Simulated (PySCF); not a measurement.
System: SiBi (doublet).

```xyz
2

Si    0.0000    0.0000   -2.1740
Bi    0.0000    0.0000    0.2910
```

Core potentials replace the inner electrons of Bi.

Level of theory: PySCF 2.14.0, PBE0/def2-SVPD, non-relativistic Hamiltonian with scalar-relativistic core potentials where named, at a bond length of 2.465 Å.

Question: Predict the electron density, electron localisation function and spin density between the atoms.

Answer: Si–Bi (2.46 Å): the density is about 0.6 e/Å³ at the midpoint; the ELF peaks at about 0.80 in the valence shell of Si, 1.0 Å from its nucleus, and is about 0.60 at the midpoint.
The unpaired spin (1 electron) lies mostly on Bi2 (about 0.8) and Si1 (about 0.2), in electrons by Hirshfeld's partition.

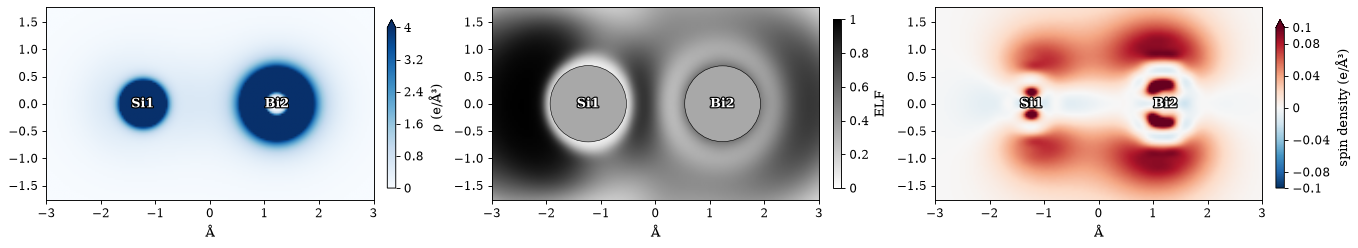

Computed electron density, electron localisation function and spin density on a plane that holds the molecular axis, in this order. Grey discs cover the atomic cores in the ELF map. 
